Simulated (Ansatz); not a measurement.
# N on Mo(110): change of the work function, part 2 of 4

How does N on the hollow site change the work function of Mo(110) as the layer fills?

Ansatz 0.2.0; plane-wave DFT, PBE, Ansatz PAW.

So far, work function, upper face (eV): step 2 (the clean slab) 4.60.

## 3. The covered slab, k-mesh 4×4×1, coverage 0.111 ML

System of this step: Mo36N (N/Mo(110)). The cell holds 37 atoms: 36 Mo and 1 N. Cell: a = 8.184 Å, b = 8.184 Å, c = 26.377 Å, α = 90.0°, β = 90.0°, γ = 70.5°. Vacuum lies along c.

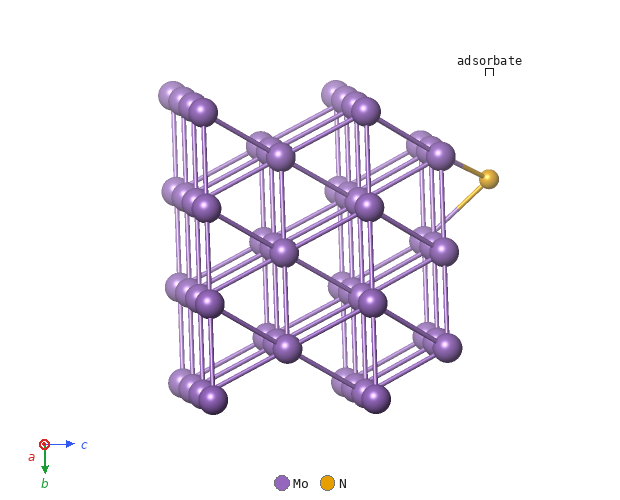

The cell of this step (molybdenum purple, nitrogen orange). Some periodic images of atoms are drawn too.

The clean slab as it ended is repeated in the plane and the adsorbate is set on one face; the cell's size fixes the coverage, and the k-mesh shrinks with it to keep the sampling density about even. Adsorbate and upper layers relax, since the dipole depends on the height.

input.yaml

```yaml
crystal:
  lattice:
    - [6.6821590821, -4.725, 0.0]
    - [6.6821590821, 4.725, 0.0]
    - [0.0, 0.0, 26.3772172182]
  atoms:
    - { symbol: Mo, position: [0.0, 0.0, 0.3412035442] }
    - { symbol: Mo, position: [0.1666666667, 0.1666666667, 0.4256471131] }
    - { symbol: Mo, position: [0.0, 0.0, 0.5109335839] }
    - { symbol: Mo, position: [0.1666666667, 0.1666666667, 0.5922974257] }
    - { symbol: Mo, position: [0.0, 0.3333333333, 0.3412035442] }
    - { symbol: Mo, position: [0.1666666667, 0.5, 0.4256471131] }
    - { symbol: Mo, position: [0.0, 0.3333333333, 0.5109335839] }
    - { symbol: Mo, position: [0.1666666667, 0.5, 0.5922974257] }
    - { symbol: Mo, position: [0.0, 0.6666666667, 0.3412035442] }
    - { symbol: Mo, position: [0.1666666667, 0.8333333333, 0.4256471131] }
    - { symbol: Mo, position: [0.0, 0.6666666667, 0.5109335839] }
    - { symbol: Mo, position: [0.1666666667, 0.8333333333, 0.5922974257] }
    - { symbol: Mo, position: [0.3333333333, 0.0, 0.3412035442] }
    - { symbol: Mo, position: [0.5, 0.1666666667, 0.4256471131] }
    - { symbol: Mo, position: [0.3333333333, 0.0, 0.5109335839] }
    - { symbol: Mo, position: [0.5, 0.1666666667, 0.5922974257] }
    - { symbol: Mo, position: [0.3333333333, 0.3333333333, 0.3412035442] }
    - { symbol: Mo, position: [0.5, 0.5, 0.4256471131] }
    - { symbol: Mo, position: [0.3333333333, 0.3333333333, 0.5109335839] }
    - { symbol: Mo, position: [0.5, 0.5, 0.5922974257] }
    - { symbol: Mo, position: [0.3333333333, 0.6666666667, 0.3412035442] }
    - { symbol: Mo, position: [0.5, 0.8333333333, 0.4256471131] }
    - { symbol: Mo, position: [0.3333333333, 0.6666666667, 0.5109335839] }
    - { symbol: Mo, position: [0.5, 0.8333333333, 0.5922974257] }
    - { symbol: Mo, position: [0.6666666667, 0.0, 0.3412035442] }
    - { symbol: Mo, position: [0.8333333333, 0.1666666667, 0.4256471131] }
    - { symbol: Mo, position: [0.6666666667, 0.0, 0.5109335839] }
    - { symbol: Mo, position: [0.8333333333, 0.1666666667, 0.5922974257] }
    - { symbol: Mo, position: [0.6666666667, 0.3333333333, 0.3412035442] }
    - { symbol: Mo, position: [0.8333333333, 0.5, 0.4256471131] }
    - { symbol: Mo, position: [0.6666666667, 0.3333333333, 0.5109335839] }
    - { symbol: Mo, position: [0.8333333333, 0.5, 0.5922974257] }
    - { symbol: Mo, position: [0.6666666667, 0.6666666667, 0.3412035442] }
    - { symbol: Mo, position: [0.8333333333, 0.8333333333, 0.4256471131] }
    - { symbol: Mo, position: [0.6666666667, 0.6666666667, 0.5109335839] }
    - { symbol: Mo, position: [0.8333333333, 0.8333333333, 0.5922974257] }
    - { symbol: "N", position: [0.28, 0.28, 0.6587964558] }
kpoints:
  mp_grid: { grid: [4, 4, 1] }
hamiltonian:
  xc: pbe
scf:
  occupations: { method: fermi_dirac, width: 0.1 }
  convergence: { dr2_threshold: 1.0e-08 }
efield:
  axis: 3
  dipole_correction: true
  ramp_position: 0.97
  ramp_width: 0.06
relax:
  f_tol: 0.02
  max_steps: 60
  constraints:
    - { sites: [0, 1, 4, 5, 8, 9, 12, 13, 16, 17, 20, 21, 24, 25, 28, 29, 32, 33] }
output:
  write_potential: true
  write_density: true
  volumetric_format: npy
```

Run with:

```
> ansatz run input.yaml --threads 4 --pin off --max-ram 16384MiB --backend cpu --events-out ev --progress --plain --runs-dir out
```

Numbers of over 12 decimals in the logs are rounded to 6 here.

Output:

```text
[...]
Crystal: 37 atoms, lattice volume = 1665.626 Å³
Basis set: ecut = 420 eV, 32585 PW (Γ), exchange–correlation on 120×120×360 points (8 copies of the dense FFT grid, shifted against one another)
Bands: 306, of which v1, the nominal top of the filled ones, is band 255 counted from 1 (254 counted from 0)
Symmetry: 2 space group operations
[...]
k-points: 7 of 16 (time reversal used)
[...]
SCF iter   1: F=—  HF=-178778.286950 eV  |F-HF|=—  |Δ(HF+E_count)|=         —  Δρ=4.31e-3  dr2=1.91e0  ethr=1.77e-3  p=-0.140 e·Å  D=-1.52e-2 V/Å  ΔV_dip=0.40 eV  dr2_dipole=2.00e-1  V_vac-E_F(+/−)=5.23/4.83 eV  ⟨swp⟩=10.3  Hψ=11047  notcnv=0
[...]
SCF iter  10: F=-178778.233869 eV  HF=-178778.233869 eV  |F-HF|=1.63e-8  |Δ(HF+E_count)|=   1.02e-7  Δρ=3.58e-7  dr2=4.16e-9  ethr=1.96e-12  p=-0.181 e·Å  D=-1.97e-2 V/Å  ΔV_dip=0.52 eV  dr2_dipole=8.12e-12  V_vac-E_F(+/−)=5.20/4.68 eV  ⟨swp⟩=10.4  Hψ=15168  notcnv=0
SCF 1 converged in 10 iterations: F = -178778.233869 eV  dr2 = 4.16e-9
[...]
relax step   1: F+E_penalty+E_count = -178778.23386936 eV  Δ(F+E_penalty+E_count) = +0.000e0 eV  max|allowed force component| = 5.250e0 eV/Å  Δτ_max = 0.0000 Å  (10 SCF iters, accepted)
[...]
SCF iter  10: F=-178779.595287 eV  HF=-178779.595287 eV  |F-HF|=8.00e-9  |Δ(HF+E_count)|=   2.83e-8  Δρ=3.00e-7  dr2=3.49e-9  ethr=1.96e-12  p=-0.119 e·Å  D=-1.29e-2 V/Å  ΔV_dip=0.34 eV  dr2_dipole=2.73e-11  V_vac-E_F(+/−)=5.02/4.67 eV  ⟨swp⟩=10.3  Hψ=14860  notcnv=0
SCF 2 converged in 10 iterations: F = -178779.595287 eV  dr2 = 3.49e-9
relax step   2: F+E_penalty+E_count = -178779.59528694 eV  Δ(F+E_penalty+E_count) = -1.361e0 eV  max|allowed force component| = 4.163e0 eV/Å  Δτ_max = 0.1949 Å  (10 SCF iters, accepted)
SCF iter   1: F=—  HF=-178780.420590 eV  |F-HF|=—  |Δ(HF+E_count)|=         —  Δρ=4.67e-3  dr2=3.62e-1  ethr=9.94e-4  p=-0.119 e·Å  D=-1.29e-2 V/Å  ΔV_dip=0.34 eV  dr2_dipole=9.14e-5  V_vac-E_F(+/−)=5.02/4.67 eV  ⟨swp⟩=5.7  Hψ=5132  notcnv=0
[...]
SCF iter   9: F=-178780.334156 eV  HF=-178780.334156 eV  |F-HF|=5.10e-8  |Δ(HF+E_count)|=   2.43e-8  Δρ=5.82e-7  dr2=9.13e-9  ethr=1.96e-12  p=-0.056 e·Å  D=-6.05e-3 V/Å  ΔV_dip=0.16 eV  dr2_dipole=8.60e-12  V_vac-E_F(+/−)=4.83/4.67 eV  ⟨swp⟩=8.4  Hψ=17123  notcnv=0
SCF 3 converged in 9 iterations: F = -178780.334156 eV  dr2 = 9.13e-9
relax step   3: F+E_penalty+E_count = -178780.33415627 eV  Δ(F+E_penalty+E_count) = -7.389e-1 eV  max|allowed force component| = 1.571e0 eV/Å  Δτ_max = 0.1949 Å  (9 SCF iters, accepted)
[...]
relax step   4: F+E_penalty+E_count = -178780.55488354 eV  Δ(F+E_penalty+E_count) = -2.207e-1 eV  max|allowed force component| = 4.758e-1 eV/Å  Δτ_max = 0.1947 Å  (9 SCF iters, accepted)
[...]
relax step   5: F+E_penalty+E_count = -178780.57239988 eV  Δ(F+E_penalty+E_count) = -1.752e-2 eV  max|allowed force component| = 3.282e-1 eV/Å  Δτ_max = 0.0665 Å  (9 SCF iters, accepted)
[...]
relax step   6: F+E_penalty+E_count = -178780.58930336 eV  Δ(F+E_penalty+E_count) = -1.690e-2 eV  max|allowed force component| = 7.608e-2 eV/Å  Δτ_max = 0.0284 Å  (9 SCF iters, accepted)
[...]
relax step   7: F+E_penalty+E_count = -178780.59107591 eV  Δ(F+E_penalty+E_count) = -1.773e-3 eV  max|allowed force component| = 2.585e-2 eV/Å  Δτ_max = 0.0148 Å  (8 SCF iters, accepted)
SCF iter   1: F=—  HF=-178780.590071 eV  |F-HF|=—  |Δ(HF+E_count)|=         —  Δρ=2.03e-4  dr2=9.18e-4  ethr=3.13e-6  p=-0.023 e·Å  D=-2.47e-3 V/Å  ΔV_dip=0.07 eV  dr2_dipole=6.48e-6  V_vac-E_F(+/−)=4.73/4.66 eV  ⟨swp⟩=2.1  Hψ=3318  notcnv=0
[...]
SCF iter   6: F=-178780.591329 eV  HF=-178780.591329 eV  |F-HF|=3.27e-8  |Δ(HF+E_count)|=   1.87e-7  Δρ=6.04e-7  dr2=9.56e-9  ethr=1.96e-12  p=-0.023 e·Å  D=-2.48e-3 V/Å  ΔV_dip=0.07 eV  dr2_dipole=2.93e-10  V_vac-E_F(+/−)=4.73/4.66 eV  ⟨swp⟩=10.9  Hψ=16095  notcnv=0
SCF 8 converged in 6 iterations: F = -178780.591329 eV  dr2 = 9.56e-9
relax step   8: F+E_penalty+E_count = -178780.59132899 eV  Δ(F+E_penalty+E_count) = -2.531e-4 eV  max|allowed force component| = 9.895e-3 eV/Å  Δτ_max = 0.0082 Å  (6 SCF iters, accepted)
NSCF: frozen V_eff on 7 k-points
[...]
SCF converged after 6 iterations
Free energy (F): -178780.591329 eV
[...]
Internal energy: -178779.556465 eV  (E = F + TS)
E sigma→0 (E₀):  -178780.073897 eV
Entropy (-TS):   -1.034864 eV (-27.969 meV/atom)
Fermi energy:    4.163984 eV
Dipole field:    D = -0.002472 V/Å  (p = -0.022751 e·Å, saw-weighted, corrected)
Work function:   Φ+ = 4.7286 eV   Φ− = 4.6634 eV
[...]
--- Forces (eV/Å), atoms counted from 1 ---
  atom   1  Mo    -0.05429376     0.00000000     0.56851728
  atom   2  Mo     0.05393632     0.00000000    -0.41540861
  atom   3  Mo     0.00069822     0.00000000    -0.00011843
  atom   4  Mo     0.00647033     0.00000000     0.00340135
  atom   5  Mo     0.02824912    -0.03747531     0.52786939
  atom   6  Mo     0.00925797     0.06068089    -0.55865592
  atom   7  Mo    -0.00023171    -0.00294785     0.00101961
  atom   8  Mo    -0.00104022     0.00989452    -0.00327537
  atom   9  Mo     0.02287936    -0.05060701     0.45359801
  atom  10  Mo     0.06367792    -0.01550149    -0.57756181
  atom  11  Mo    -0.00139115     0.00322887     0.00054098
  atom  12  Mo    -0.00030925     0.00107108    -0.00135267
  atom  13  Mo     0.02824912     0.03747531     0.52786939
  atom  14  Mo     0.00925797    -0.06068089    -0.55865592
  atom  15  Mo    -0.00023171     0.00294785     0.00101961
  atom  16  Mo    -0.00104022    -0.00989452    -0.00327537
  atom  17  Mo    -0.00192281     0.00000000     0.52733094
  atom  18  Mo    -0.02461027     0.00000000    -0.42856637
  atom  19  Mo    -0.00253611     0.00000000    -0.00556720
  atom  20  Mo    -0.00360426     0.00000000     0.00413503
  atom  21  Mo    -0.01907345    -0.01009527     0.50569246
  atom  22  Mo    -0.06873491    -0.01273637    -0.54592019
  atom  23  Mo     0.00054420    -0.00309017     0.00378902
  atom  24  Mo     0.00151246    -0.00035911    -0.00275912
  atom  25  Mo     0.02287936     0.05060701     0.45359801
  atom  26  Mo     0.06367792     0.01550149    -0.57756181
  atom  27  Mo    -0.00139115    -0.00322887     0.00054098
  atom  28  Mo    -0.00030925    -0.00107108    -0.00135267
  atom  29  Mo    -0.01907345     0.01009527     0.50569246
  atom  30  Mo    -0.06873491     0.01273637    -0.54592019
  atom  31  Mo     0.00054420     0.00309017     0.00378902
  atom  32  Mo     0.00151246     0.00035911    -0.00275912
  atom  33  Mo     0.02875211     0.00000000     0.55400080
  atom  34  Mo    -0.07216188     0.00000000    -0.41397720
  atom  35  Mo     0.00010656     0.00000000    -0.00062153
  atom  36  Mo    -0.00169482     0.00000000    -0.00059334
  atom  37  N      0.00017198     0.00000000     0.00144694
  max |Σ_I F_I| component: 5.16e-5 eV/Å
--- Band table (eV; the first three rows and the last of 7) ---
  k-point 0: bands = [... 251 lower, 4.1505, 4.1668, 4.2846, 4.3941, 4.4838, 4.5324, 4.5896, 4.6117, ... 47 higher]
  k-point 1: bands = [... 251 lower, 4.0732, 4.2132, 4.2549, 4.3470, 4.4498, 4.4855, 4.5336, 4.5839, ... 47 higher]
  k-point 2: bands = [... 251 lower, 4.0953, 4.1585, 4.1826, 4.2135, 4.2552, 4.3839, 4.4183, 4.4794, ... 47 higher]
  k-point 6: bands = [... 251 lower, 3.6858, 3.7022, 3.7086, 3.7193, 3.8128, 3.8974, 3.9802, 4.0081, ... 47 higher]
--- Relaxed structure (8 steps of the walk, 8 accepted, 0 SCFs on fresh bases) ---
  F+E_penalty+E_count = -178780.59132899 eV   max|allowed force component| = 9.895e-3 eV/Å
  atoms:
    - { symbol: Mo, position: [0.0, 0.0, 0.3412035442] }
    - { symbol: Mo, position: [0.1666666667, 0.1666666667, 0.4256471131] }
    - { symbol: Mo, position: [0.000502213, 0.000502213, 0.510951] }
    - { symbol: Mo, position: [0.162187, 0.162187, 0.594396] }
    - { symbol: Mo, position: [2.7755575615628914e-17, 0.333333, 0.3412035442] }
    - { symbol: Mo, position: [0.166667, 0.5, 0.4256471131] }
    - { symbol: Mo, position: [3.405044597556972e-5, 0.334663, 0.511306] }
    - { symbol: Mo, position: [0.169360, 0.498249, 0.595510] }
    - { symbol: Mo, position: [0.0, 0.6666666667, 0.3412035442] }
    - { symbol: Mo, position: [0.166667, 0.8333333333, 0.4256471131] }
    - { symbol: Mo, position: [-0.000671734, 0.668884, 0.510020] }
    - { symbol: Mo, position: [0.166395, 0.833050, 0.592840] }
    - { symbol: Mo, position: [0.333333, 2.7755575615628914e-17, 0.3412035442] }
    - { symbol: Mo, position: [0.5, 0.166667, 0.4256471131] }
    - { symbol: Mo, position: [0.334663, 3.405044597556972e-5, 0.511306] }
    - { symbol: Mo, position: [0.498249, 0.169360, 0.595510] }
    - { symbol: Mo, position: [0.333333, 0.333333, 0.3412035442] }
    - { symbol: Mo, position: [0.5, 0.5, 0.4256471131] }
    - { symbol: Mo, position: [0.333424, 0.333424, 0.510877] }
    - { symbol: Mo, position: [0.505800, 0.505800, 0.592234] }
    - { symbol: Mo, position: [0.3333333333, 0.666667, 0.3412035442] }
    - { symbol: Mo, position: [0.500000, 0.833333, 0.4256471131] }
    - { symbol: Mo, position: [0.331979, 0.667085, 0.511291] }
    - { symbol: Mo, position: [0.501130, 0.834379, 0.591763] }
    - { symbol: Mo, position: [0.6666666667, 0.0, 0.3412035442] }
    - { symbol: Mo, position: [0.8333333333, 0.166667, 0.4256471131] }
    - { symbol: Mo, position: [0.668884, -0.000671734, 0.510020] }
    - { symbol: Mo, position: [0.833050, 0.166395, 0.592840] }
    - { symbol: Mo, position: [0.666667, 0.3333333333, 0.3412035442] }
    - { symbol: Mo, position: [0.833333, 0.500000, 0.4256471131] }
    - { symbol: Mo, position: [0.667085, 0.331979, 0.511291] }
    - { symbol: Mo, position: [0.834379, 0.501130, 0.591763] }
    - { symbol: Mo, position: [0.6666666667, 0.6666666667, 0.3412035442] }
    - { symbol: Mo, position: [0.8333333333, 0.8333333333, 0.4256471131] }
    - { symbol: Mo, position: [0.666508, 0.666508, 0.511051] }
    - { symbol: Mo, position: [0.835057, 0.835057, 0.591901] }
    - { symbol: N, position: [0.294209, 0.294209, 0.636333] }
```

Wall time 13 min (4 threads of AMD EPYC 7R13 (Zen 3), shared host); peak memory 9.3 GiB.

This run has no spin polarisation although its electron count is odd.

Relaxation path:

```
step  energy less that of the first step (eV)  largest force component (eV/Å)
   1                                   0.0000                          5.2503
   2                                  -1.3614                          4.1629
   3                                  -2.1003                          1.5711
   4                                  -2.3210                          0.4758
   5                                  -2.3385                          0.3282
   6                                  -2.3554                          0.0761
   7                                  -2.3572                          0.0258
   8                                  -2.3575                          0.0099
```

Forces are held to the 2 operations that the run works with; a distortion that breaks them can't arise in this run.

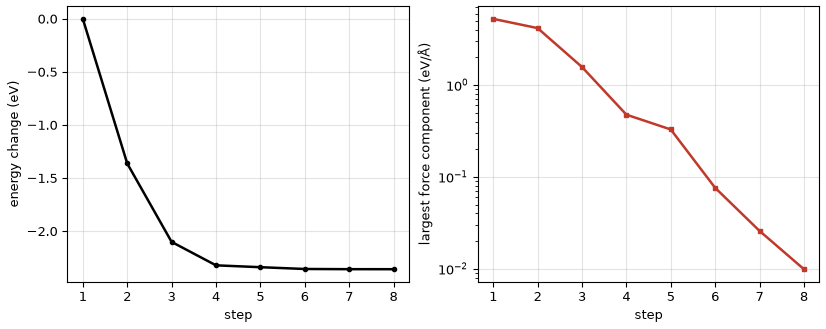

Energy and largest force along the relaxation.

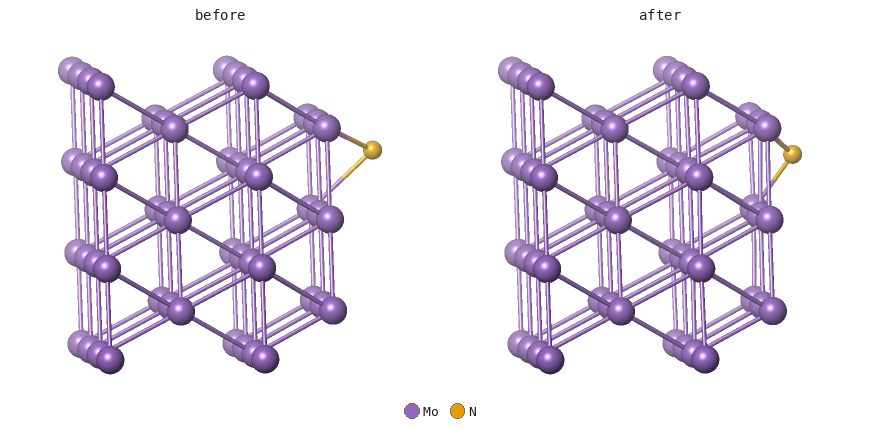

Before and after, at one scale.

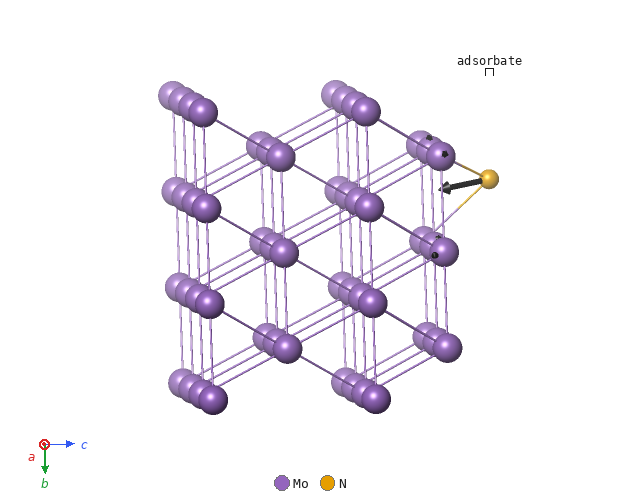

Displacements in the relaxation, exaggerated; the longest in the cell stands for 0.62 Å. Some periodic images of atoms are drawn too.

The atoms that moved most (Å):

```
atom      dx      dy      dz  length
 N37   0.190   0.000  -0.593   0.622
 Mo8   0.006  -0.021   0.085   0.088
Mo16   0.006   0.021   0.085   0.088
 Mo4  -0.060   0.000   0.055   0.082
Mo20   0.078   0.000  -0.002   0.078
Mo27   0.010  -0.014  -0.024   0.030
Mo11   0.010   0.014  -0.024   0.030
Mo36   0.023   0.000  -0.010   0.025
```

Final coordinates:

```cif
data_structure
_symmetry_space_group_name_H-M 'P 1'
_symmetry_Int_Tables_number 1
_cell_length_a 8.1839
_cell_length_b 8.1839
_cell_length_c 26.3772
_cell_angle_alpha 90.000
_cell_angle_beta 90.000
_cell_angle_gamma 70.529
_cell_volume 1665.63
loop_
_atom_site_label
_atom_site_type_symbol
_atom_site_fract_x
_atom_site_fract_y
_atom_site_fract_z
_atom_site_occupancy
Mo1 Mo 0.00000 0.00000 0.34120 1
Mo2 Mo 0.16667 0.16667 0.42565 1
Mo3 Mo 0.00050 0.00050 0.51095 1
Mo4 Mo 0.16219 0.16219 0.59440 1
Mo5 Mo 0.00000 0.33333 0.34120 1
Mo6 Mo 0.16667 0.50000 0.42565 1
Mo7 Mo 0.00003 0.33466 0.51131 1
Mo8 Mo 0.16936 0.49825 0.59551 1
Mo9 Mo 0.00000 0.66667 0.34120 1
Mo10 Mo 0.16667 0.83333 0.42565 1
Mo11 Mo 0.99933 0.66888 0.51002 1
Mo12 Mo 0.16639 0.83305 0.59284 1
Mo13 Mo 0.33333 0.00000 0.34120 1
Mo14 Mo 0.50000 0.16667 0.42565 1
Mo15 Mo 0.33466 0.00003 0.51131 1
Mo16 Mo 0.49825 0.16936 0.59551 1
Mo17 Mo 0.33333 0.33333 0.34120 1
Mo18 Mo 0.50000 0.50000 0.42565 1
Mo19 Mo 0.33342 0.33342 0.51088 1
Mo20 Mo 0.50580 0.50580 0.59223 1
Mo21 Mo 0.33333 0.66667 0.34120 1
Mo22 Mo 0.50000 0.83333 0.42565 1
Mo23 Mo 0.33198 0.66709 0.51129 1
Mo24 Mo 0.50113 0.83438 0.59176 1
Mo25 Mo 0.66667 0.00000 0.34120 1
Mo26 Mo 0.83333 0.16667 0.42565 1
Mo27 Mo 0.66888 0.99933 0.51002 1
Mo28 Mo 0.83305 0.16639 0.59284 1
Mo29 Mo 0.66667 0.33333 0.34120 1
Mo30 Mo 0.83333 0.50000 0.42565 1
Mo31 Mo 0.66709 0.33198 0.51129 1
Mo32 Mo 0.83438 0.50113 0.59176 1
Mo33 Mo 0.66667 0.66667 0.34120 1
Mo34 Mo 0.83333 0.83333 0.42565 1
Mo35 Mo 0.66651 0.66651 0.51105 1
Mo36 Mo 0.83506 0.83506 0.59190 1
N37 N 0.29421 0.29421 0.63633 1
```

This step gave:

```yaml
energy_at_zero_smearing: -178780.0739 eV
work_function_upper_face: 4.729 eV
work_function_lower_face: 4.663 eV
dipole_along_the_normal: -0.02275 e·Å
step_between_the_vacuum_levels: 0.06519 eV
```

Running mean over 2.227 Å of the planar mean; the ramp of the sawtooth is left out. The electron's electrostatic potential energy less the Fermi level by z:

```
z (Å)  electron's electrostatic potential energy less the Fermi level (eV)
    4                                                                 4.66
    5                                                                 4.65
    6                                                                 4.52
    7                                                                 3.17
    8                                                                -5.99
    9                                                                -12.4
   10                                                                -12.7
   11                                                                -12.9
   12                                                                -12.7
   13                                                                -12.8
   14                                                                -13.2
   15                                                                -13.2
   16                                                                -12.1
   17                                                                -2.21
   18                                                                 3.87
   19                                                                 4.67
   20                                                                 4.72
   21                                                                 4.73
   22                                                                 4.73
   23                                                                 4.73
```

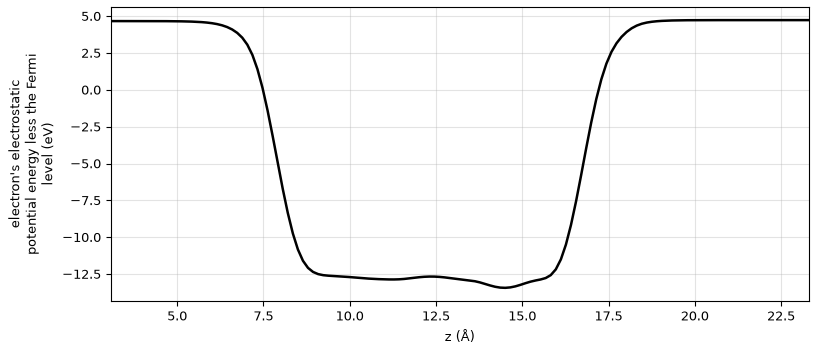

Electron's electrostatic potential energy less the Fermi level against z.

The relaxation took 8 steps and lowered the energy by 2.4 eV; the largest force on the free atoms ends at 0.0099 eV/Å.

The covered face has 4.73 eV, +0.13 eV against the clean one; the bare back face has moved by -0.03 eV, a measure of how thin the slab is.

(Part 2 of 4 ends here.)

[Logs are printed without paths, hosts, clocks, repeated set-up lines and the standing remarks that a program may print on its own settings, such as how far it seeks lower states.]

[Hosts, paths, dates, database ids (printed as entryN), source tags and the programs' standing remarks are cut or masked in the printed files.]

[Maps of the electrostatic potential energy from Ansatz leave out the sawtooth potential of an applied field or a dipole correction, so their vacuum need not be flat; planar profiles and work functions include it.]
